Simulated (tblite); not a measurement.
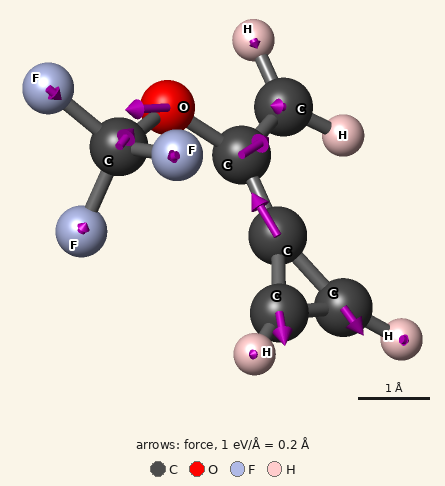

Starting geometry of C$_{6}$H$_{4}$F$_{3}$O (multiplicity 2) with the computed forces as purple arrows. Style: ball-and-stick. Shown from a free direction.

Theory: GFN2-xTB geometry optimisation, gas phase in tblite. 

> Is this structure relaxed? If not, where do the atoms go?

It isn't relaxed: the largest force vector, on the O atom, is 4.23 eV/Å. The final displacements follow the starting forces only in part (cosine between the two patterns 0.47). An H atom moves most after the best rigid fit: 0.15 Å. By element the largest moves are H 0.15 Å, C 0.10 Å, F 0.09 Å, O 0.04 Å. Near-neighbour distances that change, for instance: C–O 1.412 → 1.304 Å, C–O 1.359 → 1.435 Å, C–C 1.383 → 1.448 Å, C–C 1.435 → 1.376 Å. Bond angles that change, for instance: C–C–H 154.1° → 146.4°, O–C–C 127.1° → 120.2°, C–C–C 119.9° → 126.2°. The energy falls by 0.616 eV in 38 geometry steps.
